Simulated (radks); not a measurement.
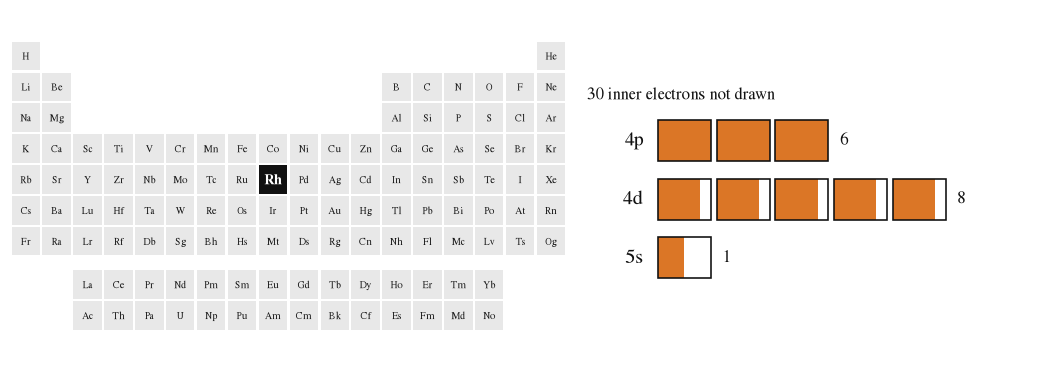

Left, the place of rhodium in the periodic table; right, the outer shells as the input fills them: a box for each of the 2l + 1 orbitals, shaded by the share of the shell that is filled, with the electron count at the right.

# Run report: Rh, atomic calculation

- system: atomic rhodium (Rh) in the configuration [Kr] 4d8 5s1 (high spin).
- method: scalar-relativistic Kohn-Sham, BLYP, spin-polarised, spherical densities, finite nucleus (the in-house radial solver radks)

The program's output:
```
1s      1   1.0000        -846.77228185
2s      1   1.0000        -122.76208832
2p      1   3.0000        -110.03316813
3s      1   1.0000         -21.92224686
3p      1   3.0000         -17.73897830
3d      1   5.0000         -11.04645362
4s      1   1.0000          -3.04607635
4p      1   3.0000          -1.86760385
4d      1   5.0000          -0.23364438
5s      1   1.0000          -0.17047112
1s      2   1.0000        -846.77166221
2s      2   1.0000        -122.75118894
2p      2   3.0000        -110.02478078
3s      2   1.0000         -21.91609788
3p      2   3.0000         -17.73207630
3d      2   5.0000         -11.03620657
4s      2   1.0000          -2.99831501
4p      2   3.0000          -1.81746595
4d      2   3.0000          -0.18332621
5s      2   0.0000          -0.13949560
Etot -4784.627947991447
Ekin 4955.27924508092
Encl -11548.33282681635
Eh 1947.5155512349602
Exc -139.08991749097837
err 7.979984504672657e-10
it 19
```

Slater integrals of the outer shells (hartree):

| integral | value |
| --- | --- |
| F0(5s,5s) | 0.2795 |
| F0(5s,4d) | 0.3439 |
| G2(5s,4d) | 0.0646 |
| F0(5s,4p) | 0.3595 |
| G1(5s,4p) | 0.0192 |
| F0(5s,4s) | 0.3621 |
| G0(5s,4s) | 0.0122 |
| F0(4d,4d) | 0.5788 |
| F2(4d,4d) | 0.2794 |
| F4(4d,4d) | 0.1798 |
| F0(4d,4p) | 0.6764 |
| F2(4d,4p) | 0.3206 |
| G1(4d,4p) | 0.3973 |
| G3(4d,4p) | 0.2407 |
| F0(4d,4s) | 0.6978 |
| G2(4d,4s) | 0.2850 |
| F0(4p,4p) | 0.8326 |
| F2(4p,4p) | 0.4357 |
| F0(4p,4s) | 0.8717 |
| G1(4p,4s) | 0.5901 |

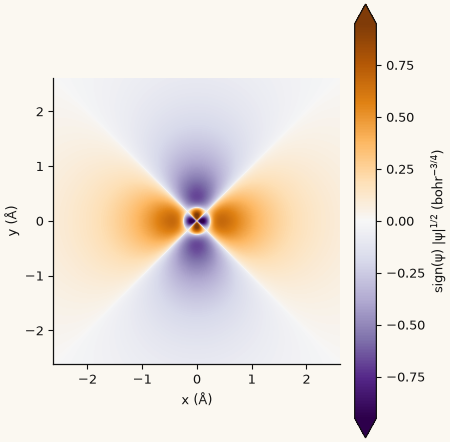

One occupied orbital of up spin is shown. In the xy plane through the nucleus, the colour gives the signed square root of ψ. (1 bohr = 0.529 Å.) The radial function comes from the spherical calculation and is multiplied by a real spherical harmonic; the overall sign is chosen so that the largest lobe of P(r) is positive; at the scalar-relativistic level it is the large component. It is 4d(x²−y²) of up spin. It has two nodal planes at 45° to x and y and 1 radial node, at r = 0.464 bohr. The outermost maximum of P² lies at 1.15 bohr, ⟨r⟩ = 1.59 bohr, 90 % of the charge lies within 2.61 bohr, and the eigenvalue is −6.36 eV, with 5 electrons in the shell for this spin.

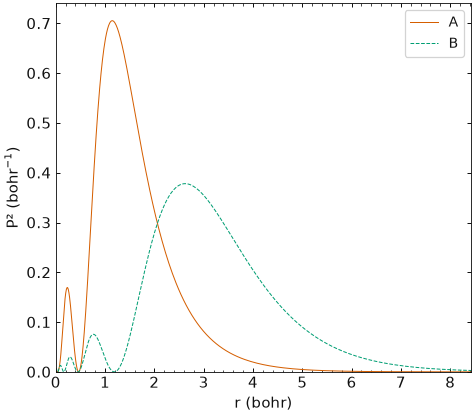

The radial probability densities P² of 5s up and 4d up. A is 4d up; B is 5s up. 4d up: outer maximum at 1.15 bohr, ⟨r⟩ = 1.59 bohr, 1 node, eigenvalue −6.36 eV; 5s up: outer maximum at 2.62 bohr, ⟨r⟩ = 3.24 bohr, 4 nodes, eigenvalue −4.64 eV. The innermost lobes are too small to be seen at this scale.

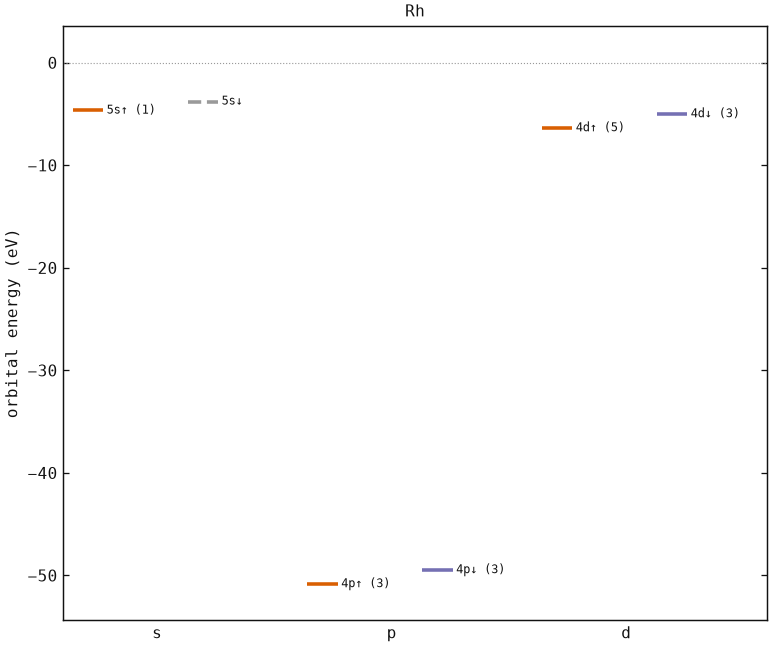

The outer levels are drawn (occupations in brackets, up spins at the left of each column and down spins at the right, empty levels dashed). The highest occupied level is 5s up at −4.64 eV. From the top down the occupied levels run 5s up (−4.64 eV), 4d down (−4.99 eV), 4d up (−6.36 eV), 4p down (−49.5 eV), 4p up (−50.8 eV). The lowest empty level drawn is 5s down at −3.80 eV. The largest exchange splitting (down less up) among the shells drawn in both spins is that of 4d, 1.37 eV.

Input file:
```
Z 45
configuration [Kr] 4d8 5s1
relativity scalar-relativistic
functional b88,lyp
spin polarised
nucleus finite rms 4.4945 fm
c 137.035999084
```

Energies in input and log are in hartree, lengths in bohr (the nuclear radius in fm).

Key numbers:

- outcome: converged
- total energy: −4784.6279 hartree
- kinetic energy: 4955.2792 hartree
- electron–nucleus energy: −11548.3328 hartree
- Hartree energy: 1947.5156 hartree
- exchange–correlation energy: −139.089917 hartree
- radius at density 0.001 e/bohr³: 4.41 bohr
- SCF iterations: 19
- hardware: 1 CPU thread, shared host
- wall time: 3.6 s
